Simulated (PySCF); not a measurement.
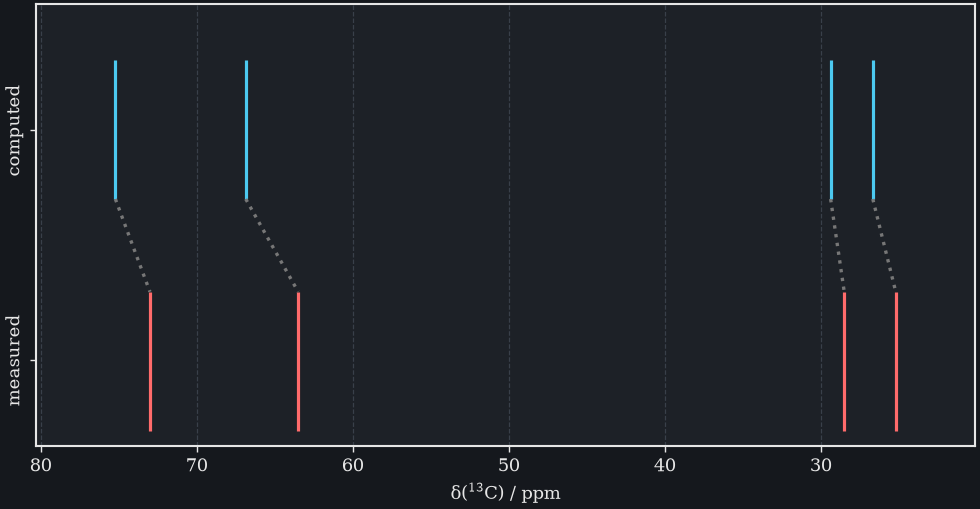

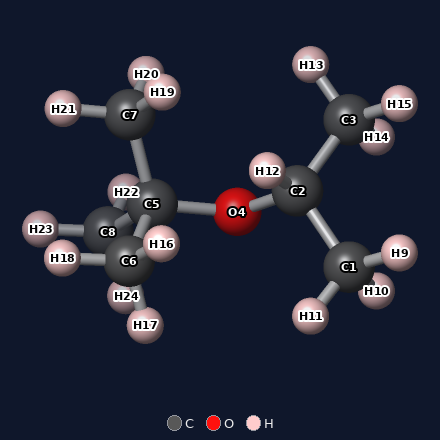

¹³C shifts of C₇H₁₆O, SMILES CC(C)OC(C)(C)C against TMS: GIAO BP86/pcSseg-1 (PySCF 2.14.0) for one gas-phase conformer (PBE0-D3(BJ)/def2-SVP, like atoms averaged) above, published measurements (solution) below; dotted lines join the same nuclei. Only nuclei with a measured value are shown, one named for each set of like atoms.

**Is the order of the signals reproduced?**

Yes, no dotted lines cross.

**Assign the lines.**

```
nucleus  computed  measured
     C5      75.2      73.0
     C2      66.9      63.5
     C6      29.4      28.5
     C1      26.7      25.2
```
